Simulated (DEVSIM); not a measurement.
Device: Ni/SiON/p-Ge capacitor, at 300 K.

| layer (left to right) | material | thickness (nm) | Na (cm⁻³) |
|---|---|---|---|
| 1 | SiON | 2.90 | - |
| 2 | Ge | 1200 | 2.6e17 |

Metal gate on the left, work function 5.1 eV. Fixed charge at the semiconductor interface -1.9e10 cm⁻² (in units of +e); no interface traps.

The device is made up for the run: typed textbook-type constants, with dimensions and the other settings drawn at random. Values at 300 K.

| parameter | SiON | Ge |
|---|---|---|
| gap (eV) | 7 | 0.664 |
| affinity (eV) | 1.4 | 4 |
| permittivity | 5.5 | 16 |
| Nc (cm⁻³) | - | 1.04e19 |
| Nv (cm⁻³) | - | 6e18 |

DEVSIM, 1D Poisson equation in equilibrium, Boltzmann statistics, complete ionisation; no quantum confinement or tunnelling. Metal contacts follow the ideal Schottky-Mott rule: no Fermi-level pinning, no interface dipoles.

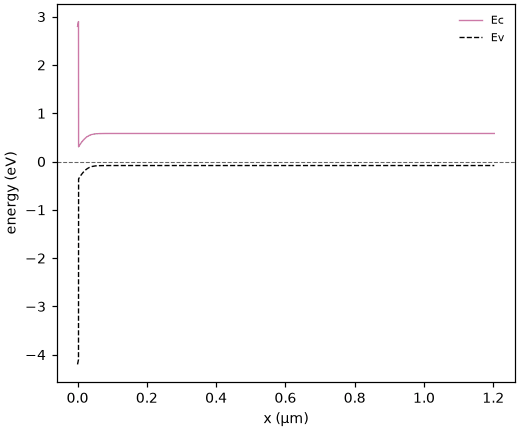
Fig. 1. Band edges at 0.9 V on the gate

Energies count from the Fermi level of the right contact; mesh points crowd at the junctions.

| x (μm) | Ec (eV) | Ev (eV) | n (cm⁻³) | p (cm⁻³) | field (V/cm) |
|---|---|---|---|---|---|
| 0.000 | 2.800 | -4.200 | < 1e2 | < 1e2 | 360000 |
| 0.0008021 | 2.829 | -4.171 | < 1e2 | < 1e2 | 360000 |
| 0.001689 | 2.861 | -4.139 | < 1e2 | < 1e2 | 360000 |
| 0.002534 | 2.892 | -4.109 | < 1e2 | < 1e2 | 360000 |
| 0.003735 | 0.314 | -0.350 | 5.4e13 | 8.0e12 | 120000 |
| 0.005536 | 0.335 | -0.329 | 2.4e13 | 1.8e13 | 110000 |
| 0.008962 | 0.373 | -0.291 | 5.7e12 | 7.7e13 | 100000 |
| 0.01857 | 0.459 | -0.205 | 2.0e11 | 2.2e15 | 76000 |
| 0.03375 | 0.542 | -0.122 | 8.1e9 | 5.4e16 | 35000 |
| 0.06263 | 0.580 | -0.084 | 1.8e9 | 2.4e17 | 2500 |
| 0.1176 | 0.583 | -0.081 | 1.7e9 | 2.6e17 | ≈ 0 |
| 0.2716 | 0.583 | -0.081 | 1.7e9 | 2.6e17 | ≈ 0 |
| 0.5150 | 0.583 | -0.081 | 1.7e9 | 2.6e17 | ≈ 0 |
| 0.8297 | 0.583 | -0.081 | 1.7e9 | 2.6e17 | ≈ 0 |
| 1.049 | 0.583 | -0.081 | 1.7e9 | 2.6e17 | ≈ 0 |
| 1.122 | 0.583 | -0.081 | 1.7e9 | 2.6e17 | ≈ 0 |
| 1.161 | 0.583 | -0.081 | 1.7e9 | 2.6e17 | ≈ 0 |
| 1.181 | 0.583 | -0.081 | 1.7e9 | 2.6e17 | ≈ 0 |
| 1.194 | 0.583 | -0.081 | 1.7e9 | 2.6e17 | ≈ 0 |
| 1.199 | 0.583 | -0.081 | 1.7e9 | 2.6e17 | ≈ 0 |
| 1.201 | 0.583 | -0.081 | 1.7e9 | 2.6e17 | ≈ 0 |
| 1.203 | 0.583 | -0.081 | 1.7e9 | 2.6e17 | ≈ 0 |
